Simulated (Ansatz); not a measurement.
# K4Ti2Be (element-swapped structure): how the settings move a single-point run

Aim: see which settings change the result for K4Ti2Be (element-swapped structure), by how much, and at what cost.

Program: Ansatz 0.2.0. Level of theory: reference: DFT PBE, plane waves, PAW, scalar-relativistic, no spin polarisation. These are calculated values, not measurements.

### 1 The starting structure

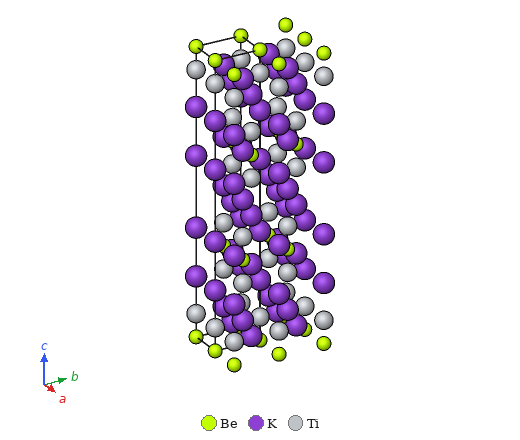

Start, viewed slightly off an axis; beryllium green, potassium purple, titanium light grey. 2×2×1 cells are drawn. Atoms on the faces are drawn again on the opposite ones. The cell drawn here is the conventional one.

Structure file:

```
CELL_PARAMETERS angstrom
2.80101 4.85149 0.00000
-2.80101 4.85149 0.00000
0.00000 -3.23432 8.48088
ATOMIC_POSITIONS crystal
Be 0.00000 0.00000 0.00000
K 0.37615 0.37615 0.12845
K 0.62385 0.62385 0.87155
Ti 0.07985 0.07985 0.23955
Ti 0.92015 0.92015 0.76045
K 0.20833 0.20833 0.62499
K 0.79167 0.79167 0.37501
```

### 2 The reference run

Contents of input.yaml:

```yaml
crystal:
  lattice:
    - [2.801007, 4.851486, 0.0]
    - [-2.801007, 4.851486, 0.0]
    - [0.0, -3.234321, 8.480877]
  atoms:
    - { symbol: Be, position: [0.0, 0.0, 0.0] }
    - { symbol: K, position: [0.37615, 0.37615, 0.12845] }
    - { symbol: K, position: [0.62385, 0.62385, 0.87155] }
    - { symbol: Ti, position: [0.07985, 0.07985, 0.23955] }
    - { symbol: Ti, position: [0.92015, 0.92015, 0.76045] }
    - { symbol: K, position: [0.20833, 0.20833, 0.62499] }
    - { symbol: K, position: [0.79167, 0.79167, 0.37501] }
  symmetry: { tolerance: 0.0003 }
kpoints:
  mp_grid: { grid: [4, 4, 4], shift: [0, 0, 0] }
magnetization:
  spin_polarized: false
scf:
  occupations: { method: gaussian, width: 0.1269 }
hamiltonian:
  pseudopotentials: { kind: paw }
  xc: pbe
basis:
  ecutwfc: 420
output:
  forces: true
  stress: true
  eigenvalues: true
  write_density: true
  write_potential: true
  elf: true
  volumetric_format: npy
```

On the command line:

```sh
$ ansatz run input.yaml --threads 1 --pin off --max-ram 2560MiB --backend cpu --events-out ev --progress --plain --runs-dir out
```

The log of the run, shortened:

```text
Warning: crystal.lattice misses the space group found at crystal.symmetry.tolerance 3.0e-4 in a digit that the deck types, which is why this is a warning: making the lattice exact moves one of its numbers by a whole unit of that number's last typed decimal, or more. The operation that it [...]
Warning: RAYON_NUM_THREADS=1 ignored (pool sized by the plan → 1); use --threads N
[...]
Pseudopotentials: kind: paw
Pseudopotential: Be, paw, valence charge 2, recommended cutoff 420 eV (normal), Be.paw.azcp
Pseudopotential: K, paw, valence charge 9, recommended cutoff 420 eV (normal), K.paw.azcp
Pseudopotential: Ti, paw, valence charge 12, recommended cutoff 420 eV (normal), Ti.paw.azcp
Functional definition: PBE
[...]
Crystal: 7 atoms, lattice volume = 230.494 Å³
Basis set: ecut = 420 eV, 4517 PW (Γ), exchange–correlation on 80×80×128 points (8 copies of the dense FFT grid, shifted against one another)
Bands: 38, of which v1, the nominal top of the filled ones, is band 31 counted from 1 (30 counted from 0)
Symmetry: 12 space group operations
Space group: R-3m (ITA 166), of the structure as read, at distance tolerance 1.8e-3 Å
k-points: 13 of 64
[...]
SCF iter   1: F=—  HF=-11232.696779 eV  |F-HF|=—  |Δ(HF+E_count)|=         —  Δρ=8.33e-3  dr2=2.18e-1  ethr=1.77e-3  ⟨swp⟩=6.9  Hψ=2127  notcnv=0
[...]
SCF iter  10: F=-11232.668294 eV  HF=-11232.668294 eV  |F-HF|=9.59e-10  |Δ(HF+E_count)|=  8.02e-10  Δρ=9.62e-7  dr2=2.68e-9  ethr=1.61e-10  ⟨swp⟩=8.4  Hψ=2793  notcnv=0
[...]
SCF converged after 10 iterations
Free energy (F): -11232.668294 eV
[...]
E sigma→0 (E₀):  -11232.611681 eV
Entropy (-TS):   -0.113226 eV (-16.175 meV/atom)
Fermi energy:    5.041929 eV
[...]
--- Forces (eV/Å), atoms counted from 1 ---
  atom   1  Be     0.00000000     0.00000000     0.00000000
  atom   2  K     -0.00000000    -0.00000010    -0.57220389
  atom   3  K     -0.00000000     0.00000010     0.57220389
  atom   4  Ti    -0.00000000     0.00000028     1.59052734
  atom   5  Ti    -0.00000000    -0.00000028    -1.59052734
  atom   6  K     -0.00000000     0.00000002     0.13093143
  atom   7  K     -0.00000000    -0.00000002    -0.13093143
[...]
--- Stress (GPa, compression-positive) ---
        4.710970       0.000000       0.000000
        0.000000       4.710970       0.000001
       -0.000000       0.000001       8.386594
  P = ⅓ Tr σ = 5.9362 GPa (59.362 kbar)
--- Band table (eV; the first three rows and the last of 13) ---
[...]
```

Run time: 7.9 s. Hardware: 1 thread of Arm Neoverse V2, shared host; peak memory 0.47 GiB.

### 3 A run with other settings

Edit input.yaml of step 2 so:

```diff
@@ -15,3 +15,3 @@
 kpoints:
-  mp_grid: { grid: [4, 4, 4], shift: [0, 0, 0] }
+  mp_grid: { grid: [1, 1, 1], shift: [0, 0, 0] }
 magnetization:
@@ -20,2 +20,3 @@
   occupations: { method: gaussian, width: 0.1269 }
+  n_extra_bands: 4
 hamiltonian:
@@ -23,2 +24,3 @@
   xc: pbe
+  hubbard: { sites: [{ species: Ti, l: d, u_eff: 4.0 }], double_counting: fll }
 basis:
```

On the command line:

```sh
$ ansatz run input.yaml --threads 1 --pin off --max-ram 2560MiB --backend cpu --events-out ev --progress --plain --runs-dir out
```

The log of the run, shortened:

```text
Warning: crystal.lattice misses the space group found at crystal.symmetry.tolerance 3.0e-4 in a digit that the deck types, which is why this is a warning: making the lattice exact moves one of its numbers by a whole unit of that number's last typed decimal, or more. The operation that it [...]
Warning: RAYON_NUM_THREADS=1 ignored (pool sized by the plan → 1); use --threads N
Be: projections on atomic orbitals take those of the free atom [He] 2s2, of charge +0.00 (hamiltonian.pseudopotentials.projection_atoms); the dataset's partial waves leave at most 1.1e-9 of an orbital's norm unspanned inside its sphere
K: projections on atomic orbitals take those of the free atom [Ne] 3s2 3p6 4s1, of charge +0.00 (hamiltonian.pseudopotentials.projection_atoms); the dataset's partial waves leave at most 2.3e-7 of an orbital's norm unspanned inside its sphere
[...]
k-points: 1
[...]
SCF iter   1: F=—  HF=-11230.914011 eV  |F-HF|=—  |Δ(HF+E_count)|=         —  Δρ=7.42e-2  dr2=3.15e1  ethr=3.10e-3  ⟨swp⟩=8.0  Hψ=167  notcnv=0
[...]
SCF iter  13: F=-11229.119406 eV  HF=-11229.119406 eV  |F-HF|=7.31e-9  |Δ(HF+E_count)|=   1.83e-8  Δρ=2.10e-6  dr2=1.84e-8  ethr=1.61e-10  ⟨swp⟩=14.0  Hψ=257  notcnv=0
[...]
SCF converged after 13 iterations
Free energy (F): -11229.119406 eV
[...]
E sigma→0 (E₀):  -11229.119398 eV
Entropy (-TS):   -0.000016 eV (-0.002 meV/atom)
Fermi energy:    5.699035 eV
[...]
--- Forces (eV/Å), atoms counted from 1 ---
  atom   1  Be     0.00000000    -0.00000000     0.00000000
  atom   2  K      0.00000000    -0.00000016    -0.88665580
  atom   3  K      0.00000000     0.00000016     0.88665580
  atom   4  Ti     0.00000000     0.00000003     0.14356335
  atom   5  Ti     0.00000000    -0.00000003    -0.14356335
  atom   6  K      0.00000000     0.00000009     0.51571268
  atom   7  K     -0.00000000    -0.00000009    -0.51571268
[...]
--- Stress (GPa, compression-positive) ---
        1.533618      -0.000000      -0.000000
       -0.000000       1.533618       0.000002
        0.000000       0.000002      11.810203
  P = ⅓ Tr σ = 4.9591 GPa (49.591 kbar)
--- Band table (eV) ---
[...]
Occupation matrices written to <dir>
```

Run time: 2.8 s. Hardware: 1 thread of Arm Neoverse V2, shared host; peak memory 0.36 GiB.

### 4 Can this result be trusted?

The program finished normally, with warnings (structure snapped to symmetry). Its log warns: «crystal.lattice misses the space group found at crystal.symmetry.tolerance 3.0e-4 in a digit that the deck types ...»

The suspect setting: kpoints.mp_grid.grid is [1, 1, 1]. One k-point can't sample the Brillouin zone of so small a cell.

The way back: set kpoints.mp_grid.grid to [4, 4, 4].

Changing the k-point mesh, band count and Hubbard U moves the energy by +507.0 meV/atom, and the pressure goes from 5.9 to 5.0 GPa, a gap of 0.79 eV opens on the mesh and the largest force goes from 1.59 to 0.89 eV/Å. The U term adds an energy of its own, so the shift says nothing about which run is better. A gap read on a mesh depends on which points the mesh holds, and a coarse mesh shifts the density too. Cost: 13 SCF cycles against 10, 2.8 s against 7.9 s.

### 5 Changing settings: mp_grid.grid [3, 3, 3], preconditioner none

Edit input.yaml of step 2 so:

```diff
@@ -15,3 +15,3 @@
 kpoints:
-  mp_grid: { grid: [4, 4, 4], shift: [0, 0, 0] }
+  mp_grid: { grid: [3, 3, 3], shift: [0, 0, 0] }
 magnetization:
@@ -20,2 +20,3 @@
   occupations: { method: gaussian, width: 0.1269 }
+  mixing: { preconditioner: none }
 hamiltonian:
@@ -29,5 +30 @@
   eigenvalues: true
-  write_density: true
-  write_potential: true
-  elf: true
-  volumetric_format: npy
```

On the command line:

```sh
$ ansatz run input.yaml --threads 1 --pin off --max-ram 2560MiB --backend cpu --events-out ev --progress --plain --runs-dir out
```

The log of the run, shortened:

```text
Warning: crystal.lattice misses the space group found at crystal.symmetry.tolerance 3.0e-4 in a digit that the deck types, which is why this is a warning: making the lattice exact moves one of its numbers by a whole unit of that number's last typed decimal, or more. The operation that it [...]
Warning: RAYON_NUM_THREADS=1 ignored (pool sized by the plan → 1); use --threads N
[...]
[... 5 set-up lines as earlier in the session ...]
[...]
Crystal: 7 atoms, lattice volume = 230.494 Å³
Basis set: ecut = 420 eV, 4517 PW (Γ), exchange–correlation on 80×80×128 points (8 copies of the dense FFT grid, shifted against one another)
Bands: 38, of which v1, the nominal top of the filled ones, is band 31 counted from 1 (30 counted from 0)
[... 1 set-up line as earlier in the session ...]
[...]
k-points: 6 of 27
[...]
SCF iter   1: F=—  HF=-11232.686768 eV  |F-HF|=—  |Δ(HF+E_count)|=         —  Δρ=8.14e-3  dr2=2.53e-1  ethr=1.77e-3  ⟨swp⟩=7.0  Hψ=988  notcnv=0
[...]
SCF iter  10: F=-11232.657877 eV  HF=-11232.657877 eV  |F-HF|=1.10e-8  |Δ(HF+E_count)|=   5.43e-8  Δρ=2.20e-6  dr2=1.74e-8  ethr=1.61e-10  ⟨swp⟩=4.8  Hψ=771  notcnv=0
[...]
SCF converged after 10 iterations
Free energy (F): -11232.657877 eV
[...]
E sigma→0 (E₀):  -11232.602729 eV
Entropy (-TS):   -0.110296 eV (-15.757 meV/atom)
Fermi energy:    5.023834 eV
[...]
--- Forces (eV/Å), atoms counted from 1 ---
  atom   1  Be    -0.00000000    -0.00000000     0.00000000
  atom   2  K      0.00000000    -0.00000010    -0.56703384
  atom   3  K      0.00000000     0.00000010     0.56703384
  atom   4  Ti     0.00000000     0.00000028     1.58767583
  atom   5  Ti     0.00000000    -0.00000028    -1.58767583
  atom   6  K     -0.00000000     0.00000002     0.13089980
  atom   7  K     -0.00000000    -0.00000002    -0.13089980
[...]
--- Stress (GPa, compression-positive) ---
        4.764026       0.000000       0.000000
        0.000000       4.764026       0.000001
        0.000000       0.000001       8.283429
  P = ⅓ Tr σ = 5.9372 GPa (59.372 kbar)
--- Band table (eV; the first three rows and the last of 6) ---
[...]
```

Run time: 3.5 s. Hardware: 1 thread of Arm Neoverse V2, shared host; peak memory 0.43 GiB.

Changing the k-point mesh and mixing moves the energy by +1.5 meV/atom. The energy is not variational in the mesh, so the sign tells nothing. Of the settings changed, the mesh is the one that moves energies this far.

### 6 Changing settings: n_extra_bands 4

Edit input.yaml of step 2 so:

```diff
@@ -20,2 +20,3 @@
   occupations: { method: gaussian, width: 0.1269 }
+  n_extra_bands: 4
 hamiltonian:
@@ -29,5 +30 @@
   eigenvalues: true
-  write_density: true
-  write_potential: true
-  elf: true
-  volumetric_format: npy
```

On the command line:

```sh
$ ansatz run input.yaml --threads 1 --pin off --max-ram 2560MiB --backend cpu --events-out ev --progress --plain --runs-dir out
```

The log of the run, shortened:

```text
Warning: crystal.lattice misses the space group found at crystal.symmetry.tolerance 3.0e-4 in a digit that the deck types, which is why this is a warning: making the lattice exact moves one of its numbers by a whole unit of that number's last typed decimal, or more. The operation that it [...]
Warning: RAYON_NUM_THREADS=1 ignored (pool sized by the plan → 1); use --threads N
scf.n_extra_bands = 4 over 31 filled bands (N_el = 62.0): the run solves 35 bands
[...]
[... 5 set-up lines as earlier in the session ...]
[...]
Crystal: 7 atoms, lattice volume = 230.494 Å³
Basis set: ecut = 420 eV, 4517 PW (Γ), exchange–correlation on 80×80×128 points (8 copies of the dense FFT grid, shifted against one another)
[...]
SCF iter   1: F=—  HF=-11232.696177 eV  |F-HF|=—  |Δ(HF+E_count)|=         —  Δρ=8.39e-3  dr2=2.23e-1  ethr=1.77e-3  ⟨swp⟩=7.3  Hψ=2010  notcnv=0
[...]
SCF iter   9: F=-11232.668293 eV  HF=-11232.668293 eV  |F-HF|=2.38e-8  |Δ(HF+E_count)|=   4.96e-8  Δρ=4.94e-6  dr2=7.16e-8  ethr=1.61e-10  ⟨swp⟩=3.6  Hψ=1904  notcnv=0
[...]
SCF converged after 9 iterations
Free energy (F): -11232.668293 eV
[...]
E sigma→0 (E₀):  -11232.611687 eV
Entropy (-TS):   -0.113211 eV (-16.173 meV/atom)
Fermi energy:    5.041966 eV
[...]
--- Forces (eV/Å), atoms counted from 1 ---
  atom   1  Be     0.00000000    -0.00000000     0.00000000
  atom   2  K      0.00000000    -0.00000010    -0.57222357
  atom   3  K     -0.00000000     0.00000010     0.57222357
  atom   4  Ti     0.00000000     0.00000028     1.59069179
  atom   5  Ti    -0.00000000    -0.00000028    -1.59069179
  atom   6  K     -0.00000000     0.00000002     0.13095483
  atom   7  K      0.00000000    -0.00000002    -0.13095483
[...]
--- Stress (GPa, compression-positive) ---
        4.711034      -0.000000       0.000000
       -0.000000       4.711034       0.000001
       -0.000000       0.000001       8.386541
  P = ⅓ Tr σ = 5.9362 GPa (59.362 kbar)
--- Band table (eV; the first three rows and the last of 13) ---
[...]
```

It took 6.8 s on 1 thread of Arm Neoverse V2, shared host; peak memory 0.46 GiB.

With the changed band count the energy agrees within 0.5 meV/atom.

### 7 Changed: lower_state_search standard, eigensolver.kind davidson, ecutwfc 600 eV

Edit input.yaml of step 2 so:

```diff
@@ -20,2 +20,4 @@
   occupations: { method: gaussian, width: 0.1269 }
+  lower_state_search: standard
+  eigensolver: { kind: davidson }
 hamiltonian:
@@ -24,3 +26,3 @@
 basis:
-  ecutwfc: 420
+  ecutwfc: "600 eV"
 output:
@@ -29,5 +31 @@
   eigenvalues: true
-  write_density: true
-  write_potential: true
-  elf: true
-  volumetric_format: npy
```

On the command line:

```sh
$ ansatz run input.yaml --threads 1 --pin off --max-ram 2560MiB --backend cpu --events-out ev --progress --plain --runs-dir out
```

The log of the run, shortened:

```text
Warning: crystal.lattice misses the space group found at crystal.symmetry.tolerance 3.0e-4 in a digit that the deck types, which is why this is a warning: making the lattice exact moves one of its numbers by a whole unit of that number's last typed decimal, or more. The operation that it [...]
Warning: RAYON_NUM_THREADS=1 ignored (pool sized by the plan → 1); use --threads N
[...]
[... 5 set-up lines as earlier in the session ...]
[...]
Crystal: 7 atoms, lattice volume = 230.494 Å³
Basis set: ecut = 600 eV, 7677 PW (Γ), exchange–correlation on 90×90×150 points (8 copies of the dense FFT grid, shifted against one another)
Bands: 38, of which v1, the nominal top of the filled ones, is band 31 counted from 1 (30 counted from 0)
[... 1 set-up line as earlier in the session ...]
[...]
SCF iter   1: F=—  HF=-11232.691600 eV  |F-HF|=—  |Δ(HF+E_count)|=         —  Δρ=8.37e-3  dr2=2.15e-1  ethr=1.77e-3  ⟨swp⟩=8.8  Hψ=2129  notcnv=0
[...]
SCF iter  10: F=-11232.671424 eV  HF=-11232.671424 eV  |F-HF|=3.45e-8  |Δ(HF+E_count)|=   2.76e-8  Δρ=3.48e-6  dr2=4.22e-8  ethr=2.72e-10  ⟨swp⟩=6.5  Hψ=1483  notcnv=0
[...]
SCF converged after 10 iterations
Free energy (F): -11232.671424 eV
[...]
E sigma→0 (E₀):  -11232.614813 eV
Entropy (-TS):   -0.113223 eV (-16.175 meV/atom)
Fermi energy:    5.041765 eV
[...]
--- Forces (eV/Å), atoms counted from 1 ---
  atom   1  Be    -0.00000000     0.00000000     0.00000000
  atom   2  K      0.00000000    -0.00000010    -0.57214457
  atom   3  K      0.00000000     0.00000010     0.57214457
  atom   4  Ti     0.00000000     0.00000028     1.59022880
  atom   5  Ti    -0.00000000    -0.00000028    -1.59022880
  atom   6  K     -0.00000000     0.00000002     0.13092376
  atom   7  K     -0.00000000    -0.00000002    -0.13092376
[...]
--- Stress (GPa, compression-positive) ---
        4.710346       0.000000      -0.000000
       -0.000000       4.710346       0.000001
       -0.000000       0.000001       8.384866
  P = ⅓ Tr σ = 5.9352 GPa (59.352 kbar)
--- Band table (eV; the first three rows and the last of 13) ---
[...]
```

It took 16 s on 1 thread of Arm Neoverse V2, shared host; peak memory 0.57 GiB.

Changing the search for lower states, solver and cutoff hardly moves the energy: -0.4 meV/atom.

### 8 All runs together

```tsv
run	ending	energy change	pressure (GPa)	gap (eV)	force (eV/Å)	cycles	time
reference	converged	0	5.9	0.00	1.59	10	7.9 s
1: mp_grid.grid [1, 1, 1], n_extra_bands 4, hubbard.sites [{species: Ti, l: d, u_eff: 4.0}], hubbard.double_counting fll	converged	+507.0 meV/atom (U changed: no physical gain or loss)	5.0	0.79	0.89	13	2.8 s
2: mp_grid.grid [3, 3, 3], preconditioner none	converged	+1.5 meV/atom	5.9	0.00	1.59	10	3.5 s
3: n_extra_bands 4	converged	0.0 meV/atom	5.9	0.00	1.59	9	6.8 s
4: lower_state_search standard, eigensolver.kind davidson, ecutwfc 600 eV	converged	-0.4 meV/atom	5.9	0.00	1.59	10	16 s
```

Times don't compare one to one where runs were asked for different outputs or read a saved state (see the inputs); cycles may leave out searches for a lower state.

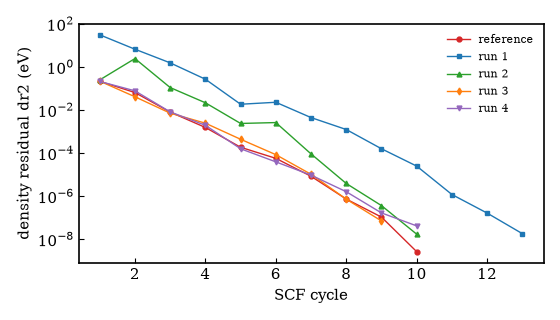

Residual by cycle in the longest SCF loop of each run; runs are numbered as in the table.

**Reading.** Of the converged runs whose energies compare with the reference's, «mp_grid.grid [3, 3, 3], preconditioner none» moves the energy most (+1.5 meV/atom). A changed U is a change of model: its shifts are not errors of convergence.

The reference has limits of its own: it is run without spin, though an odd electron count or open d shells could carry moments; its mesh is coarse for a cell with so small a gap or none; the cell is far from equilibrium (6 GPa, forces up to 1.6 eV/Å), so its values aren't those of the relaxed material; the structure is made up and not relaxed.
